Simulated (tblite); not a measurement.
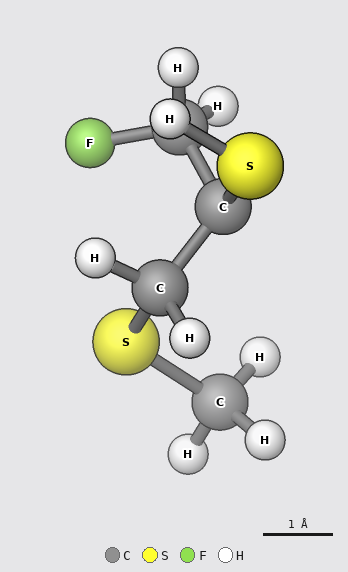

C₄H₈FS₂ (multiplicity 2), before the relaxation. The picture is a ball-and-stick view, seen from a free direction.

Level of theory: tblite, GFN2-xTB geometry optimisation, gas phase.

```xyz
15

C     2.6568    0.5600   -0.0005
S     1.3150    0.0542   -1.1117
C     0.0583   -0.9454   -0.2836
C    -0.7707   -0.1501    0.7002
S    -1.9282   -1.3760    1.4363
C    -1.6205    0.9160    0.0721
F    -1.4717    1.0041   -1.2911
H     2.9760   -0.2248    0.7069
H     2.4464    1.5305    0.5188
H     3.5315    0.7769   -0.6436
H     0.4936   -1.8524    0.1901
H    -0.6690   -1.2682   -1.0846
H    -2.9088   -1.5986    0.4360
H    -2.6846    0.6586    0.2583
H    -1.4286    1.9231    0.4951
```

Where does the relaxation end?

Answer. After 169 geometry steps the energy has fallen by 137.5 kJ/mol. The largest moves after the best rigid fit, 2.30 Å, are those of H13 and H15. By element the largest moves are H 2.30 Å, F 2.23 Å, S 1.29 Å, C 0.74 Å. Among the contacts that change: C4–S5 1.840 → 1.742 Å, S5–H13 1.418 → 1.333 Å, S2–C3 1.807 → 1.892 Å, C3–C4 1.512 → 1.452 Å. Among the angles between lasting bonds that change: C3–C4–S5 104.8° → 118.7°, C1–S2–C3 112.8° → 99.4°, S5–C4–C6 106.5° → 118.6°. Groups turn about C1–S2 by about 25°.

The structure at the end:

```xyz
15

C     2.3259    0.3108    0.4270
S     1.4654    0.4435   -1.1612
C     0.1269   -0.8669   -0.8961
C    -0.9043   -0.4322    0.0286
S    -0.7656   -0.8786    1.7063
C    -1.7984    0.7010   -0.3346
F    -3.0590    0.5427    0.2098
H     2.7219   -0.6943    0.5422
H     1.6438    0.5494    1.2376
H     3.1368    1.0308    0.4017
H     0.6485   -1.7581   -0.5547
H    -0.2557   -1.0095   -1.9056
H    -1.9354   -0.3585    2.0765
H    -1.4357    1.6707    0.0420
H    -1.9198    0.7571   -1.4208
```

The end point in the same view:

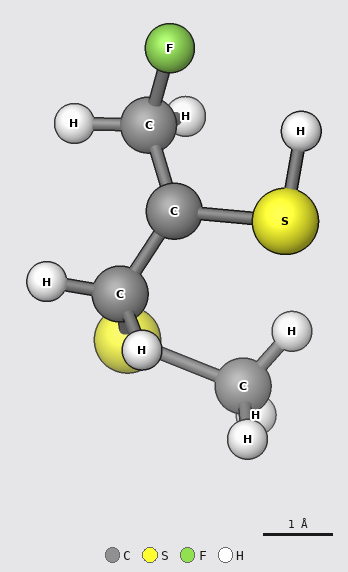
